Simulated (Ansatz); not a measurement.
**C2H6ClGaO: density, localisation and related maps**

The calculation's input:

```
crystal:
  periodic: [false, false, false]
  atoms:
    - {symbol: C, position_ang: [-1.485007, -0.377025, -1.175353]}
    - {symbol: O, position_ang: [-1.521239, -0.028600, 0.184545]}
    - {symbol: Ga, position_ang: [-0.053490, 0.284072, 1.134593]}
    - {symbol: C, position_ang: [1.768872, 0.188750, 0.450492]}
    - {symbol: Cl, position_ang: [-0.528728, 0.789184, 3.157798]}
    - {symbol: H, position_ang: [-1.963758, -1.351078, -1.323301]}
    - {symbol: H, position_ang: [-2.036483, 0.363497, -1.764763]}
    - {symbol: H, position_ang: [-0.467682, -0.439583, -1.586570]}
    - {symbol: H, position_ang: [1.917452, 0.944964, -0.322756]}
    - {symbol: H, position_ang: [2.479729, 0.360251, 1.257884]}
    - {symbol: H, position_ang: [1.955535, -0.791431, 0.008132]}
basis:
  gaussian: {orbitals: def2-TZVPP}
hamiltonian: {xc: pbe0, dispersion: d4}
output: {orbitals: {seedname: orbitals}}
```

Command:

```sh
ansatz run in.yaml --threads 4 --pin off --events-out ev --progress --plain --max-ram 10444MiB
```

Geometry: PBE0-D4/def2-TZVP.

Method: RKS PBE0-D4/def2-TZVPP in Ansatz 0.2.0.

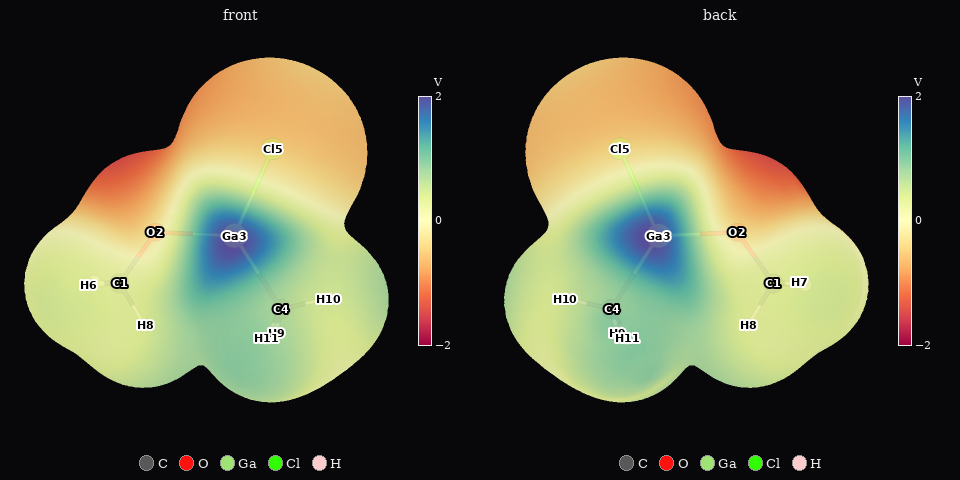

Figure 1. The molecular electrostatic potential painted on the density surface at 0.001 e/bohr³, seen from the front and from behind; red is negative and blue positive.

Describe the electrostatic potential map.

Answer. The most negative region (about −1.4 V, or −32 kcal/mol for a unit charge) lies over O2, the most positive (about +1.9 V, or +44 kcal/mol for a unit charge) over Ga3. O2 is the likeliest acceptor of a hydrogen bond.

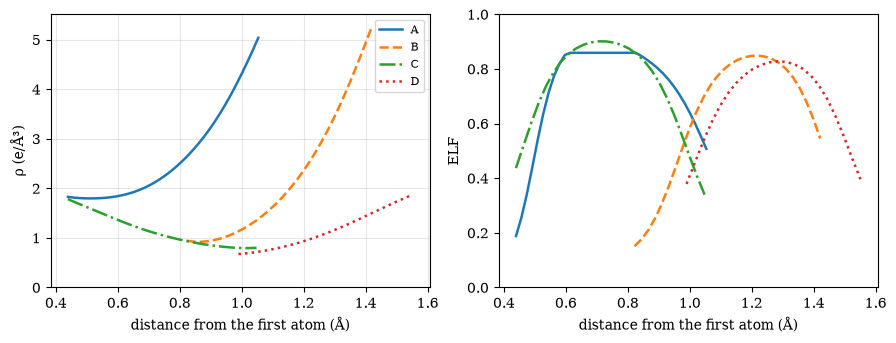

Figure 2. Total electron density and electron localisation function along straight lines between neighbouring atoms. The curves leave out the atomic cores.

Which curve belongs to which contact (C–Ga, C–O, Ga–Cl and Ga–O)? The first atom named is at distance zero.

Answer. Curve A: C–O (1.40 Å): ρ at the midpoint is about 2.1 e/Å³, with its minimum of 1.8 e/Å³ about 0.5 Å from C; the ELF peaks at about 0.85 between the atoms; a shared but strongly polarised pair. Curve B: Ga–O (1.78 Å): ρ at the midpoint is about 0.93 e/Å³; the ELF peaks at about 0.85 in the valence shell of O, 0.6 Å from its nucleus, and is about 0.25 at the midpoint. Curve C: C–Ga (1.95 Å): ρ at the midpoint is about 0.8 e/Å³; the ELF peaks at about 0.90 in the valence shell of C, 0.7 Å from its nucleus, and is about 0.55 at the midpoint. Curve D: Ga–Cl (2.14 Å): ρ at the midpoint is about 0.74 e/Å³; the ELF peaks at about 0.85 in the valence shell of Cl, 0.9 Å from its nucleus, and is about 0.60 at the midpoint.

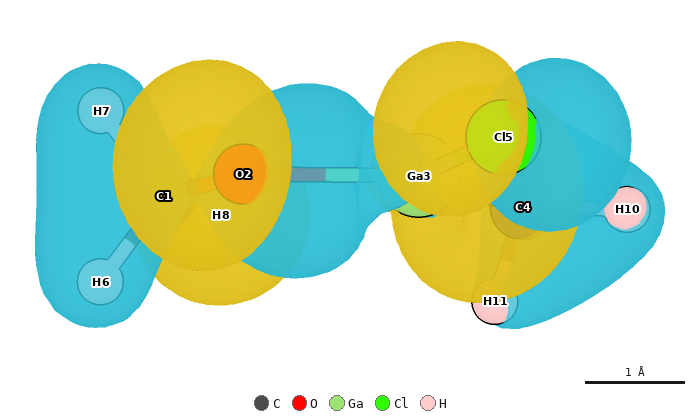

Figure 3. The HOMO−1 at ±0.08 Å⁻³ᐟ² (yellow and cyan are the two phases), seen from one side.

What is the character of this orbital?

Answer. It lies mainly on O2 (about 40 %), C4 (about 15 %), Cl5 (about 10 %), Ga3 (about 10 %), C1 (about 10 %) and H8 (about 5 %). Its energy is −8.16 eV.
